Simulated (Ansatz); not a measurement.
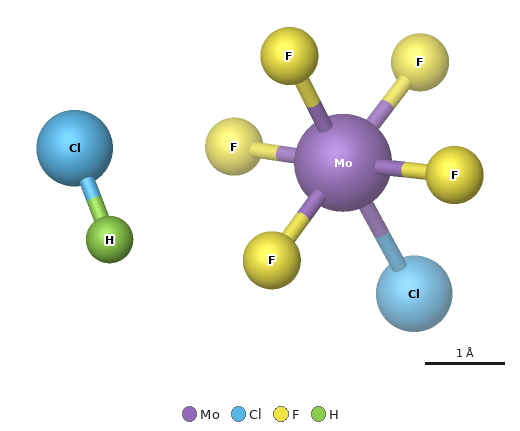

*The starting structure (ball-and-stick view, seen at a tilt). Sticks mark near contacts.*

Bond lengths as drawn: Cl–H 1.34 Å, Cl–Mo 2.29 Å and F–Mo 1.81 to 1.85 Å.

## Geometry relaxation of MoHCl2F5

- system: MoHCl2F5
- method: RKS PBE-D4/def2-SVP (Ansatz 0.2.0)

It belongs to a series of runs on one base structure; here: end point B relaxed.

Output:
```
The last accepted step is kept in [file] (removed where the run ends without a failure and the disk answers)
Engine: ansatz 0.2.0, aarch64-unknown-linux-gnu
Functional definition: PBE
  parameter kappa = 0.804
  parameter beta = 0.06672455060314922
  exchange = pbe_x(kappa = kappa, mu = beta*pi^2/3)
  correlation = pbe_c(beta = beta)
1491 factors; their error is unknown
mean field evaluation 1: about -40455.5283 eV, gradient 8.2e1 eV
mean field evaluation 2: about -40163.8723 eV, gradient 3.3e2 eV
mean field evaluation 4: about -40462.1439 eV, gradient 5.6e1 eV
mean field evaluation 8: about -40467.7763 eV, gradient 1.8e0 eV
mean field evaluation 16: about -40467.7116 eV, gradient 1.4e-2 eV
mean field evaluation 32: about -40452.3786 eV, gradient 3.7e1 eV
mean field -40467.71160466 eV, -1487.1609714713 hartree, gradient 4.1e-5 eV, S^2 0.000000; 4 other end points of the search recorded, 0 dependent functions left out
the calculation of the forces begins
reference -40467.71167720 eV, -1487.1609741369 hartree; 47, 47 occupied and 95, 95 virtual orbitals, 1491 factors
relax step   1: F+E_penalty+E_count = -40467.99219139 eV  Δ(F+E_penalty+E_count) = +0.000e0 eV  max|allowed force component| = 1.605e0 eV/Å  Δτ_max = 0.0000 Å  (95 SCF iters, accepted)
these checks for a lower state are left out or cut short: starts, cluster_reference, orbital_swaps, neighbouring_geometries, increment
1491 factors; their error is unknown
mean field -40467.86730982 eV, -1487.1666935301 hartree, gradient 2.6e-5 eV, S^2 0.000000; 0 other end points of the search recorded, 0 dependent functions left out
the calculation of the forces begins
reference -40467.86738248 eV, -1487.1666962006 hartree; 47, 47 occupied and 95, 95 virtual orbitals, 1491 factors
relax step   2: F+E_penalty+E_count = -40468.13969859 eV  Δ(F+E_penalty+E_count) = -1.475e-1 eV  max|allowed force component| = 6.097e-1 eV/Å  Δτ_max = 0.1954 Å  (35 SCF iters, accepted)
these checks for a lower state are left out or cut short: starts, cluster_reference, orbital_swaps, neighbouring_geometries, increment
1491 factors; their error is unknown
mean field -40467.88468990 eV, -1487.1673322365 hartree, gradient 1.2e-5 eV, S^2 0.000000; 0 other end points of the search recorded, 0 dependent functions left out
the calculation of the forces begins
reference -40467.88476251 eV, -1487.1673349049 hartree; 47, 47 occupied and 95, 95 virtual orbitals, 1491 factors
relax step   3: F+E_penalty+E_count = -40468.15051539 eV  Δ(F+E_penalty+E_count) = -1.082e-2 eV  max|allowed force component| = 3.669e-1 eV/Å  Δτ_max = 0.2000 Å  (39 SCF iters, accepted)
these checks for a lower state are left out or cut short: starts, cluster_reference, orbital_swaps, neighbouring_geometries, increment
1491 factors; their error is unknown
mean field evaluation 64: about -40467.9396 eV, gradient 1.5e-5 eV
mean field -40467.93963666 eV, -1487.1693514925 hartree, gradient 1.5e-5 eV, S^2 0.000000; 0 other end points of the search recorded, 0 dependent functions left out
the calculation of the forces begins
reference -40467.93970953 eV, -1487.1693541704 hartree; 47, 47 occupied and 95, 95 virtual orbitals, 1491 factors
relax step   4: F+E_penalty+E_count = -40468.20054422 eV  Δ(F+E_penalty+E_count) = -5.003e-2 eV  max|allowed force component| = 1.912e-1 eV/Å  Δτ_max = 0.0989 Å  (41 SCF iters, accepted)
these checks for a lower state are left out or cut short: starts, cluster_reference, orbital_swaps, neighbouring_geometries, increment
1491 factors; their error is unknown
mean field -40467.94422274 eV, -1487.1695200281 hartree, gradient 1.1e-5 eV, S^2 0.000000; 0 other end points of the search recorded, 0 dependent functions left out
the calculation of the forces begins
reference -40467.94429568 eV, -1487.1695227083 hartree; 47, 47 occupied and 95, 95 virtual orbitals, 1491 factors
relax step   5: F+E_penalty+E_count = -40468.20308913 eV  Δ(F+E_penalty+E_count) = -2.545e-3 eV  max|allowed force component| = 3.594e-2 eV/Å  Δτ_max = 0.0569 Å  (34 SCF iters, accepted)
these checks for a lower state are left out or cut short: starts, cluster_reference, orbital_swaps, neighbouring_geometries, increment
1491 factors; their error is unknown
mean field -40467.94470787 eV, -1487.1695378561 hartree, gradient 1.0e-5 eV, S^2 0.000000; 0 other end points of the search recorded, 0 dependent functions left out
the calculation of the forces begins
reference -40467.94478081 eV, -1487.1695405365 hartree; 47, 47 occupied and 95, 95 virtual orbitals, 1491 factors
relax step   6: F+E_penalty+E_count = -40468.20337647 eV  Δ(F+E_penalty+E_count) = -2.873e-4 eV  max|allowed force component| = 2.422e-2 eV/Å  Δτ_max = 0.0363 Å  (34 SCF iters, accepted)
1491 factors; their error is unknown
mean field evaluation 96: about -40467.9447 eV, gradient 6.9e-3 eV
```

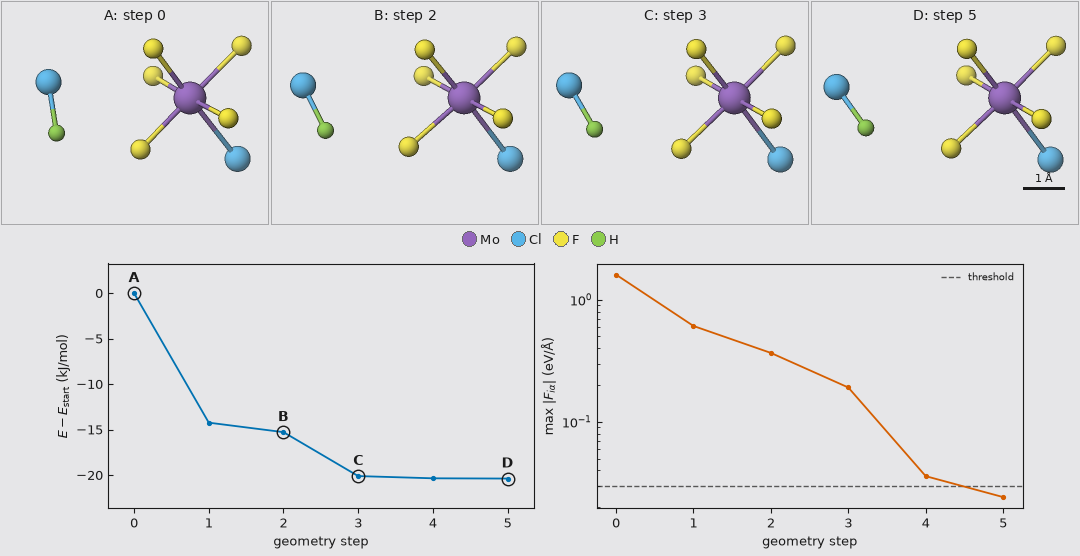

*Frames of the relaxation (ball-and-stick view, seen at a tilt) above the curves, on which the letters mark them (the first geometry is step 0 here and step 1 in the log).*

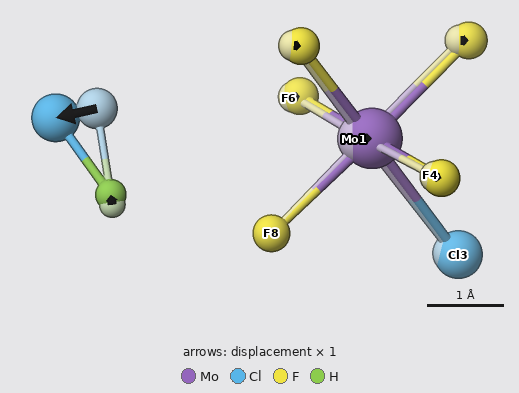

*Start (faint) and end (solid) with the displacements as black arrows, at true length (ball-and-stick view, seen at a tilt). The two geometries are laid on each other by the best rigid fit.*

The largest move after the best rigid fit is that of Cl2, 0.56 Å. By element the largest moves are Cl 0.56 Å, H 0.13 Å, Mo 0.12 Å, F 0.11 Å. Among the contacts that change: Mo1–F8 1.813 → 1.861 Å, Cl2–H9 1.335 → 1.299 Å, Mo1–Cl3 2.294 → 2.285 Å, Mo1–F7 1.850 → 1.843 Å. Among the angles that change: F6–Mo1–F8 93.0° → 89.9°, F5–Mo1–F8 90.5° → 88.2°. After 5 geometry steps the energy has fallen by 20.4 kJ/mol. The largest force component goes from 1.6 to 0.024 eV/Å. (Atoms are counted from 1 in the order of the input.)

```
mean field -40467.94470787 eV, -1487.1695378561 hartree, gradient 1.0e-5 eV, S^2 0.000000; 1 other end points of the search recorded, 0 dependent functions left out
the calculation of the forces begins
reference -40467.94478081 eV, -1487.1695405365 hartree; 47, 47 occupied and 95, 95 virtual orbitals, 1491 factors
Total energy: -40468.20344940 eV, -1487.1790464321 hartree
Atom 0 at     0.353962     0.293222    -0.462966 Å, force    -0.002746    -0.008840    -0.020573 eV/Å
Atom 1 at    -0.309395    -0.236887     3.628601 Å, force     0.021181     0.024216    -0.017493 eV/Å
Atom 2 at     2.433292     0.059594    -1.381010 Å, force    -0.000123     0.001764     0.004224 eV/Å
Atom 3 at     0.138385     1.926635    -1.296707 Å, force     0.000996     0.000259     0.012679 eV/Å
Atom 4 at    -1.317944     0.503328     0.297045 Å, force    -0.007254     0.002320    -0.006212 eV/Å
Atom 5 at     0.515918    -1.325722     0.400957 Å, force     0.001243    -0.001849    -0.001469 eV/Å
Atom 6 at    -0.433462    -0.544504    -1.903427 Å, force    -0.001057    -0.002033     0.008710 eV/Å
Atom 7 at     1.072443     1.155211     1.021693 Å, force     0.006430     0.005751     0.006521 eV/Å
Atom 8 at     0.456501     0.637625     3.048113 Å, force    -0.018670    -0.021588     0.013614 eV/Å
Dipole moment:     0.295138     0.118344    -0.213613 e Å
```

Trajectory as extended XYZ (Å, eV, eV/Å), 6 frames, from step=1 to step=6:
```
9
Properties=species:S:1:pos:R:3:forces:R:3 step=1 energy=-40467.99219
Mo    0.3420    0.2863   -0.3477   -0.4369  -0.5464  -1.6051
Cl   -0.3469   -0.2630    3.0723    0.5823   0.6612   0.6360
Cl    2.4092    0.0430   -1.3128    0.0129  -0.0016  -0.0068
F     0.1173    1.9020   -1.2219   -0.0087   0.0159  -0.0041
F    -1.3384    0.4999    0.3862    0.0003   0.0100  -0.0174
F     0.5282   -1.3452    0.4820    0.0138  -0.0044  -0.0109
F    -0.4489   -0.5511   -1.7948    0.0009  -0.0110   0.0061
F     1.0821    1.1845    1.0423    0.5823   0.6647   0.9205
H     0.5651    0.7121    3.0468   -0.7470  -0.7884   0.0818
9
Properties=species:S:1:pos:R:3:forces:R:3 step=2 energy=-40468.13970
Mo    0.3477    0.2899   -0.3968   -0.1420  -0.1667  -0.6098
Cl   -0.3636   -0.2691    3.2668    0.4844   0.5254   0.1473
Cl    2.4222    0.0430   -1.3363   -0.0231   0.0095  -0.0471
F     0.1155    1.9119   -1.2537    0.0121  -0.0234  -0.0316
F    -1.3239    0.5019    0.3619    0.0574  -0.0074   0.0281
F     0.5326   -1.3339    0.4525   -0.0192   0.0589   0.0372
F    -0.4550   -0.5554   -1.8293    0.0432   0.0215   0.0046
F     1.0992    1.1960    1.0224    0.1355   0.1567   0.3475
H     0.5349    0.6843    3.0649   -0.5483  -0.5745   0.1237
9
Properties=species:S:1:pos:R:3:forces:R:3 step=3 energy=-40468.15052
Mo    0.3489    0.2971   -0.4489   -0.0711   0.0245   0.2397
Cl   -0.3194   -0.2561    3.4614    0.0054   0.0112   0.1098
Cl    2.4112    0.0563   -1.3776    0.2261  -0.0182   0.0870
F     0.1377    1.9065   -1.3322   -0.0334   0.0891   0.2244
F    -1.3029    0.5009    0.3519   -0.1906   0.0609  -0.2455
F     0.5014   -1.2939    0.4658    0.0552  -0.1776  -0.2316
F    -0.4122   -0.5353   -1.9085   -0.1349  -0.1234   0.1806
F     1.0289    1.1356    1.0758    0.1994   0.1891  -0.3669
H     0.5161    0.6573    3.0646   -0.0560  -0.0557   0.0026
9
Properties=species:S:1:pos:R:3:forces:R:3 step=4 energy=-40468.20054
Mo    0.3528    0.2947   -0.4568    0.0077   0.0157  -0.0107
Cl   -0.3373   -0.2512    3.5586    0.1742   0.1878  -0.0732
Cl    2.4300    0.0544   -1.3772    0.0163   0.0062  -0.0073
F     0.1308    1.9210   -1.3046    0.0064  -0.0076   0.0308
F    -1.3143    0.5038    0.3122   -0.0197   0.0079  -0.0150
F     0.5212   -1.3202    0.4131   -0.0028  -0.0056  -0.0068
F    -0.4378   -0.5480   -1.8934   -0.0023  -0.0102   0.0209
F     1.0770    1.1693    1.0183   -0.0002  -0.0030  -0.0263
H     0.4873    0.6445    3.0821   -0.1797  -0.1912   0.0877
9
Properties=species:S:1:pos:R:3:forces:R:3 step=5 energy=-40468.20309
Mo    0.3537    0.2927   -0.4652    0.0040  -0.0007  -0.0037
Cl   -0.3197   -0.2402    3.6116   -0.0300  -0.0345   0.0257
Cl    2.4336    0.0592   -1.3835   -0.0063   0.0010  -0.0030
F     0.1361    1.9253   -1.2999    0.0012   0.0028   0.0026
F    -1.3173    0.5028    0.2965   -0.0061   0.0013  -0.0041
F     0.5177   -1.3261    0.3985    0.0007  -0.0034   0.0033
F    -0.4361   -0.5466   -1.9035    0.0026  -0.0025  -0.0015
F     1.0745    1.1579    1.0155    0.0028   0.0001   0.0114
H     0.4673    0.6435    3.0823    0.0311   0.0359  -0.0308
9
Properties=species:S:1:pos:R:3:forces:R:3 step=6 energy=-40468.20338
Mo    0.3540    0.2932   -0.4630   -0.0027  -0.0088  -0.0206
Cl   -0.3094   -0.2369    3.6286    0.0212   0.0242  -0.0175
Cl    2.4333    0.0596   -1.3810   -0.0001   0.0018   0.0042
F     0.1384    1.9266   -1.2967    0.0010   0.0003   0.0127
F    -1.3179    0.5033    0.2970   -0.0073   0.0023  -0.0062
F     0.5159   -1.3257    0.4010    0.0012  -0.0018  -0.0015
F    -0.4335   -0.5445   -1.9034   -0.0011  -0.0020   0.0087
F     1.0724    1.1552    1.0217    0.0064   0.0058   0.0065
H     0.4565    0.6376    3.0481   -0.0187  -0.0216   0.0136
```

The run was set up as follows.

Input file:
```yaml
crystal:
  periodic: [false, false, false]
  atoms:
    - { symbol: Mo, position_ang: [0.342013, 0.28625, -0.347721] }
    - { symbol: Cl, position_ang: [-0.346906, -0.262977, 3.072265] }
    - { symbol: Cl, position_ang: [2.409158, 0.042991, -1.312754] }
    - { symbol: F, position_ang: [0.117302, 1.902027, -1.22188] }
    - { symbol: F, position_ang: [-1.338355, 0.499899, 0.386169] }
    - { symbol: F, position_ang: [0.528158, -1.345235, 0.481972] }
    - { symbol: F, position_ang: [-0.448871, -0.551128, -1.794819] }
    - { symbol: F, position_ang: [1.082146, 1.184548, 1.042314] }
    - { symbol: H, position_ang: [0.565056, 0.712126, 3.046753] }
basis:
  gaussian: { orbitals: def2-SVP }
hamiltonian:
  xc: pbe
  dispersion: d4
relax:
  f_tol: 0.03
  max_steps: 50
```

Command:
```bash
ansatz run input.yaml --threads 4 --pin off --max-ram 5120MiB --backend cpu --events-out ev --progress --plain --runs-dir out
```

Key numbers:

| quantity | value |
| --- | --- |
| outcome | converged |
| total energy | −40468.2034 eV |
| mean-field energy | −40467.9448 eV |
| largest force (length of the vector) at the end | 0.037 eV/Å |
| hardware | 4 threads of Arm Neoverse V2, 24 GiB of memory available, shared host |
| wall time | 15 s (CPU time 58 s) |
| peak memory | 0.23 GiB |

The run takes a singlet; with an open-shell metal another spin state may lie lower.
